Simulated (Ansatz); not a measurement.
# Cl3H4NSi: search for a transition state

Wanted: the transition state of a four-centre ligand exchange (form Si1–N7, H2–H6 and break Si1–H2, H6–N7). The guess is relaxed with those distances held, a saddle search follows, and vibrations and two downhill relaxations check it.

Method: PBE0-D4, def2-SVP first, then def2-TZVP; program: Ansatz 0.2.0, Gaussian basis.

152 further runs of the same task are left out: 152 set aside as unsound or not needed.

## 1. Where the work starts

The guess: 9 atoms, charge 0, spin multiplicity 1.

Atoms are counted from 1 here; the program's logs count them from 0.

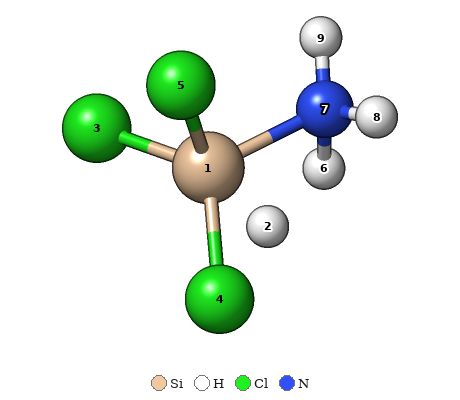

As it starts; silicon light orange, hydrogen white, chlorine green, nitrogen blue; atoms are numbered from 1 in the order of the file.

Geometry (Å):

```
Si   -0.46970    0.61240   -0.14890
H    -1.24100   -1.28720   -0.07920
Cl   -1.08180    0.67260   -2.07090
Cl   -1.68270    1.04230    1.40620
Cl    0.79180    2.27530   -0.10900
H    -0.11130   -1.47300    0.13140
N     0.86440   -0.63960    0.21810
H     1.31710   -0.52010    1.12100
H     1.61330   -0.68260   -0.46860
```

Distances that are to change: Si1–N7 1.87 Å, H2–H6 1.16 Å, Si1–H2 2.05 Å, H6–N7 1.29 Å.

## 2. Constrained relaxation of the guess

Contents of hold/in.yaml:

```yaml
crystal:
  periodic: [false, false, false]
  atoms:
    - {symbol: Si, position_ang: [-0.469700, 0.612400, -0.148900]}
    - {symbol: H, position_ang: [-1.241000, -1.287200, -0.079200]}
    - {symbol: Cl, position_ang: [-1.081800, 0.672600, -2.070900]}
    - {symbol: Cl, position_ang: [-1.682700, 1.042300, 1.406200]}
    - {symbol: Cl, position_ang: [0.791800, 2.275300, -0.109000]}
    - {symbol: H, position_ang: [-0.111300, -1.473000, 0.131400]}
    - {symbol: N, position_ang: [0.864400, -0.639600, 0.218100]}
    - {symbol: H, position_ang: [1.317100, -0.520100, 1.121000]}
    - {symbol: H, position_ang: [1.613300, -0.682600, -0.468600]}
basis:
  gaussian: {orbitals: def2-SVP}
hamiltonian: {xc: pbe0, dispersion: d4}
relax: {f_tol: 0.04, max_steps: 150, escape_saddle: false, constraints: [{distance: [0, 6]}, {distance: [1, 5]}, {distance: [0, 1]}, {distance: [5, 6]}]}
```

The run is started by

```
$ ansatz run in.yaml --threads 8 --pin off --events-out ev --progress --plain --max-ram 19148MiB
```

Standard output, shortened:

```text
Functional definition: PBE0
  name "PBE0"
  cite "Adamo & Barone, J. Chem. Phys. 110, 6158 (1999) doi:10.1063/1.478522"
  cite "Perdew, Burke & Ernzerhof, Phys. Rev. Lett. 77, 3865 (1996) doi:10.1103/PhysRevLett.77.3865"
  parent pbe
[...]
1074 factors; integrals over basis functions are off by at most 3.2e-4 eV
[...]
mean field -46970.10110812 eV, -1726.1193782453 hartree, gradient 2.0e-5 eV, S^2 0.000000; 0 other end points of the search recorded, 0 dependent functions left out
[...]
reference -46970.10113143 eV, -1726.1193791020 hartree; 38, 38 occupied and 68, 68 virtual orbitals, 1074 factors
relax step   1: F+E_penalty+E_count = -46970.38743230 eV  Δ(F+E_penalty+E_count) = +0.000e0 eV  max|allowed force component| = 6.349e-1 eV/Å  Δτ_max = 0.0000 Å  (25 SCF iters, accepted)
[...]
relax step   4: F+E_penalty+E_count = -46970.49017662 eV  Δ(F+E_penalty+E_count) = -2.417e-3 eV  max|allowed force component| = 8.097e-2 eV/Å  Δτ_max = 0.0331 Å  (27 SCF iters, accepted)
[...]
relax step   5: F+E_penalty+E_count = -46970.49231455 eV  Δ(F+E_penalty+E_count) = -2.138e-3 eV  max|allowed force component| = 2.081e-2 eV/Å  Δτ_max = 0.0200 Å  (27 SCF iters, accepted)
  distance Si 0 - N 6 held at 1.866016 Å   reaction = +3.9110e-1 eV/Å
  distance H 1 - H 5 held at 1.164086 Å   reaction = +9.0748e-1 eV/Å
  distance Si 0 - H 1 held at 2.051400 Å   reaction = +5.2750e-1 eV/Å
  distance H 5 - N 6 held at 1.286104 Å   reaction = +7.7139e-2 eV/Å
1074 factors; integrals over basis functions are off by at most 3.5e-4 eV
mean field -46970.21148181 eV, -1726.1234344038 hartree, gradient 7.9e-5 eV, S^2 0.000000; 1 other end points of the search recorded, 0 dependent functions left out
[...]
reference -46970.21150473 eV, -1726.1234352461 hartree; 38, 38 occupied and 68, 68 virtual orbitals, 1074 factors
Total energy: -46970.49233747 eV, -1726.1337556588 hartree
Atom 0 at    -0.434683     0.592020    -0.140183 Å, force     0.061383    -0.733632     0.095894 eV/Å
Atom 1 at    -1.300948    -1.266943    -0.094515 Å, force     1.115437     0.406985     0.154339 eV/Å
Atom 2 at    -1.068282     0.622680    -2.091142 Å, force    -0.003605     0.000070     0.018645 eV/Å
Atom 3 at    -1.681686     0.999469     1.437119 Å, force     0.000481    -0.004931    -0.020812 eV/Å
Atom 4 at     0.762994     2.312927    -0.116247 Å, force    -0.004102    -0.000737    -0.001390 eV/Å
Atom 5 at    -0.160083    -1.364839     0.115106 Å, force    -0.821405     0.122230    -0.159079 eV/Å
Atom 6 at     0.905178    -0.653243     0.228744 Å, force    -0.340446     0.221504    -0.088141 eV/Å
Atom 7 at     1.341707    -0.537297     1.146715 Å, force    -0.005088    -0.002555     0.001412 eV/Å
Atom 8 at     1.635902    -0.704674    -0.485497 Å, force    -0.002655    -0.008934    -0.000868 eV/Å
Dipole moment:     0.670595    -0.392287     0.160459 e Å
```

It took 29 s on 8 threads of Intel Xeon at 2.50GHz, shared host.

Relaxation path:

| step | energy from step 1 (eV) | largest force component (eV/Å) |
| --- | --- | --- |
| 1 | 0.0000 | 0.6349 |
| 2 | -0.0539 | 0.5386 |
| 3 | -0.1003 | 0.1347 |
| 4 | -0.1027 | 0.0810 |
| 5 | -0.1049 | 0.0208 |

Distances of close pairs at the start and the end, largest changes first:

| bond | before (Å) | after (Å) | change (Å) |
| --- | --- | --- | --- |
| Si1–Cl3 | 2.018 | 2.051 | +0.033 |
| Si1–Cl4 | 2.019 | 2.052 | +0.033 |
| Si1–Cl5 | 2.088 | 2.097 | +0.009 |
| N7–H9 | 1.017 | 1.023 | +0.006 |
| N7–H8 | 1.017 | 1.023 | +0.006 |
| Si1–N7 | 1.866 | 1.866 | -0.000 |
| H6–N7 | 1.286 | 1.286 | -0.000 |

## 3. A starting Hessian

Contents of hessian/in.yaml:

```yaml
crystal:
  periodic: [false, false, false]
  atoms:
    - {symbol: Si, position_ang: [-0.434683, 0.592020, -0.140183]}
    - {symbol: H, position_ang: [-1.300948, -1.266943, -0.094515]}
    - {symbol: Cl, position_ang: [-1.068282, 0.622680, -2.091142]}
    - {symbol: Cl, position_ang: [-1.681686, 0.999469, 1.437119]}
    - {symbol: Cl, position_ang: [0.762994, 2.312927, -0.116247]}
    - {symbol: H, position_ang: [-0.160083, -1.364839, 0.115106]}
    - {symbol: N, position_ang: [0.905178, -0.653243, 0.228744]}
    - {symbol: H, position_ang: [1.341707, -0.537297, 1.146715]}
    - {symbol: H, position_ang: [1.635902, -0.704674, -0.485497]}
basis:
  gaussian: {orbitals: def2-SVP}
hamiltonian: {xc: pbe0, dispersion: d4}
phonons: {}
scf: {lower_state_search: off}
```

The run is started by

```
$ ansatz run in.yaml --threads 8 --pin off --events-out ev --progress --plain --max-ram 19148MiB
```

Standard output, shortened:

```text
[... 5 set-up lines as earlier in the session ...]
[...]
1074 factors; integrals over basis functions are off by at most 3.2e-4 eV
[...]
mean field -46970.21149065 eV, -1726.1234347284 hartree, gradient 6.4e-6 eV, S^2 0.000000; 0 other end points of the search recorded, 0 dependent functions left out
[...]
reference -46970.21151358 eV, -1726.1234355711 hartree; 38, 38 occupied and 68, 68 virtual orbitals, 1074 factors
[... from here to the last solve, the lines of the solves are left out (53 solves) ...]
1074 factors; integrals over basis functions are off by at most 3.2e-4 eV
mean field -46970.21142454 eV, -1726.1234322992 hartree, gradient 8.0e-7 eV, S^2 0.000000; 0 other end points of the search recorded, 0 dependent functions left out
[...]
WARN: phonons: modes at or below zero, which the zero-point energy, F, S and C_V leave out: 1, the lowest at -1582.94 cm⁻¹. A minimum has none, and a first-order saddle one
[...]
Atom 2 at    -1.068282     0.622680    -2.091142 Å, force    -0.003547     0.000107     0.018694 eV/Å
Atom 3 at    -1.681686     0.999469     1.437119 Å, force     0.000542    -0.004912    -0.020840 eV/Å
Atom 4 at     0.762994     2.312927    -0.116247 Å, force    -0.004281    -0.000601    -0.001446 eV/Å
Atom 5 at    -0.160083    -1.364839     0.115106 Å, force    -0.821542     0.122316    -0.159119 eV/Å
Atom 6 at     0.905178    -0.653243     0.228744 Å, force    -0.340416     0.221647    -0.088126 eV/Å
Atom 7 at     1.341707    -0.537297     1.146715 Å, force    -0.005083    -0.002507     0.001395 eV/Å
Atom 8 at     1.635902    -0.704674    -0.485497 Å, force    -0.002645    -0.008894    -0.000876 eV/Å
Dipole moment:     0.670604    -0.392284     0.160461 e Å
Vibrations: -1582.94 103.48 118.95 151.96 218.60 234.43 292.03 418.92 523.84 578.13 625.41 695.50 708.02 865.13 907.93 1382.96 1492.51 1529.51 1771.41 3493.07 3605.13 cm⁻¹, zero-point energy 1.222292 eV
Checks for a lower state left out: stability, starts, cluster_reference, orbital_swaps, neighbouring_geometries, increment
```

Wall time 2.8 min (8 threads of Intel Xeon at 2.50GHz, shared host).

The structure is not stationary yet, so these wavenumbers are no spectrum; the search needs only the force constants.

## 4. Saddle search in the small basis

The search itself is an outer loop (partitioned rational-function steps, Bofill update of the Hessian). Each step is one single-point run with forces. It stops when the largest force is under 0.04 eV/Å and the followed curvature is negative. The first step's input:

Contents of presaddle/in.yaml:

```yaml
crystal:
  periodic: [false, false, false]
  atoms:
    - {symbol: Si, position_ang: [-0.434683, 0.592020, -0.140183]}
    - {symbol: H, position_ang: [-1.300948, -1.266943, -0.094515]}
    - {symbol: Cl, position_ang: [-1.068282, 0.622680, -2.091142]}
    - {symbol: Cl, position_ang: [-1.681686, 0.999469, 1.437119]}
    - {symbol: Cl, position_ang: [0.762994, 2.312927, -0.116247]}
    - {symbol: H, position_ang: [-0.160083, -1.364839, 0.115106]}
    - {symbol: N, position_ang: [0.905178, -0.653243, 0.228744]}
    - {symbol: H, position_ang: [1.341707, -0.537297, 1.146715]}
    - {symbol: H, position_ang: [1.635902, -0.704674, -0.485497]}
basis:
  gaussian: {orbitals: def2-SVP}
hamiltonian: {xc: pbe0, dispersion: d4}
output: {forces: true}
scf: {lower_state_search: off}
```

The run is started by

```
$ ansatz run in.yaml --threads 8 --pin off --events-out ev --progress --plain --max-ram 19148MiB
```

The driver's record:

| step | energy (eV) | largest force (eV/Å) | followed curvature (eV/Å²) |
| --- | --- | --- | --- |
| 1 | -46970.49231 | 1.1151 | -13.70 |
| 2 | -46970.63976 | 0.4643 | -13.70 |
| 3 | -46970.64696 | 0.2158 | -13.80 |
| 4 | -46970.65016 | 0.0305 | -13.71 |

The 4 steps took 13 s in all (8 threads of Intel Xeon at 2.50GHz, shared host).

## 5. Saddle search in triple zeta

The search itself is an outer loop (partitioned rational-function steps, Bofill update of the Hessian). Each step is one single-point run with forces. It stops when the largest force is under 0.01 eV/Å and the followed curvature is negative. The first step's input:

Contents of saddle/in.yaml:

```yaml
crystal:
  periodic: [false, false, false]
  atoms:
    - {symbol: Si, position_ang: [-0.460345, 0.519825, -0.135992]}
    - {symbol: H, position_ang: [-1.209814, -1.078268, -0.096603]}
    - {symbol: Cl, position_ang: [-1.063093, 0.584471, -2.110435]}
    - {symbol: Cl, position_ang: [-1.694148, 0.965927, 1.459045]}
    - {symbol: Cl, position_ang: [0.705753, 2.276021, -0.116838]}
    - {symbol: H, position_ang: [-0.195622, -1.309095, 0.106905]}
    - {symbol: N, position_ang: [0.916283, -0.670215, 0.232690]}
    - {symbol: H, position_ang: [1.359757, -0.555728, 1.146668]}
    - {symbol: H, position_ang: [1.641330, -0.732839, -0.485341]}
basis:
  gaussian: {orbitals: def2-TZVP}
hamiltonian: {xc: pbe0, dispersion: d4}
output: {forces: true}
scf: {lower_state_search: off}
```

The run is started by

```
$ ansatz run in.yaml --threads 8 --pin off --events-out ev --progress --plain --max-ram 19148MiB
```

The driver's record:

| step | energy (eV) | largest force (eV/Å) | followed curvature (eV/Å²) |
| --- | --- | --- | --- |
| 1 | -46988.41120 | 0.2840 | -13.71 |
| 2 | -46988.42262 | 0.0498 | -13.67 |
| 3 | -46988.42306 | 0.0198 | -13.67 |
| 4 | -46988.42308 | 0.0071 | -13.66 |

The 4 steps took 30 s in all (8 threads of Intel Xeon at 2.50GHz, shared host).

Geometry at the end of the search:

```xyz
9
Cl3H4NSi
Si   -0.45249    0.51186   -0.13341
H    -1.20948   -1.06293   -0.09732
Cl   -1.05227    0.57306   -2.09436
Cl   -1.67873    0.95393    1.45085
Cl    0.69823    2.27313   -0.11850
H    -0.19081   -1.29776    0.10519
N     0.91142   -0.66418    0.23040
H     1.34525   -0.55722    1.14190
H     1.62898   -0.72980   -0.48465
```

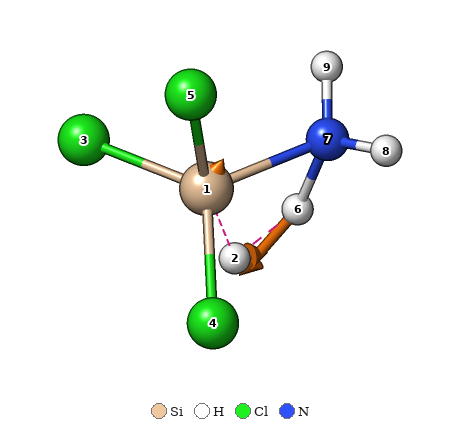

The point found; broken lines mark the pairs that react, arrows the followed mode.

(Part 1 of 2 ends here.)
